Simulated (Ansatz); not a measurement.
The compound is Sr2CrO4 (started from the K2NiF4 type) (I4/mmm).

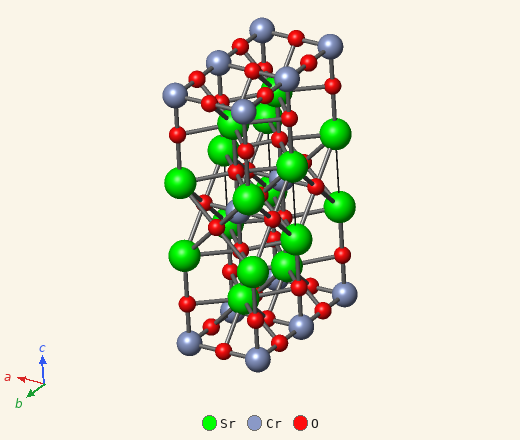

The structure (strontium green, chromium light blue, oxygen red). 1×2×1 conventional cells are drawn. Some periodic images of atoms are drawn too.

The structure was built from a prototype and need not be the compound's stable phase.

The structure is tetragonal, space group I4/mmm (No. 139). Conventional cell: a = 3.664 Å, b = 3.664 Å, c = 12.529 Å, α = 90.00°, β = 90.00°, γ = 90.00°. Nearest to Sr lie 9 O at 2.44 to 2.60 Å. Cr has 6 O at 1.83 to 1.99 Å nearest. Nearest to O lie 2 Cr at 1.83 Å and 4 Sr at 2.60 Å. Nearest to O lie 1 Cr at 1.99 Å and 5 Sr at 2.44 to 2.59 Å. Farther neighbours and most contacts between anions are not listed.

```xyz
7
Lattice="1.8321 -1.8321 6.2646 -1.8321 1.8321 6.2646 -1.8321 -1.8321 -6.2646" Properties=species:S:1:pos:R:3 pbc="T T T"
Sr    0.0000    0.0000    4.4233
Sr    0.0000    0.0000    8.1058
Cr    0.0000    0.0000    0.0000
O    -1.8321    0.0000    0.0000
O     0.0000   -1.8321    0.0000
O     0.0000    0.0000    1.9853
O     0.0000    0.0000   10.5438
```

The structure was relaxed with LDA. The structure type comes from a generator and need not be one that this composition takes. The structure was generated from a model, not taken from a measurement. The runs that relaxed it are not among those shown. The program's search for lower electronic states was switched off, so nothing shows that the state found is the lowest. PAW set soft_2, made with PBE.

A constrained-RPA run (Ansatz 0.2.0; non-magnetic LDA; Cr t2g, bands v1 to c2, 6×6×6 mesh, medium accuracy) builds 3 functions on bands 2.6 eV wide, with 2.0 electrons in the window. The bare on-site interaction is 16.0 eV and the bare J 0.53 eV.

**Question.** Estimate U, U′ and J.

On the Cr t2g shell, U = 2.99 eV (19 % of the bare value), U′ = 2.17 eV, J = 0.38 eV.

The parent state is non-magnetic and the interaction static (zero frequency); U depends on the window and the orbitals, so it belongs to this model alone.

[Paths, hosts, dates, memory and timing lines, banners, echoed tables and standing remarks are left out of the program output.]

[Logs are printed without paths, hosts, clocks, repeated set-up lines and the standing remarks that a program may print on its own settings, such as how far it seeks lower states.]

[Runs of the session that timed out or met a known fault of the program may be left out.]

[Hosts, paths, dates, database ids (printed as entryN), source tags and the programs' standing remarks are cut or masked in the printed files.]
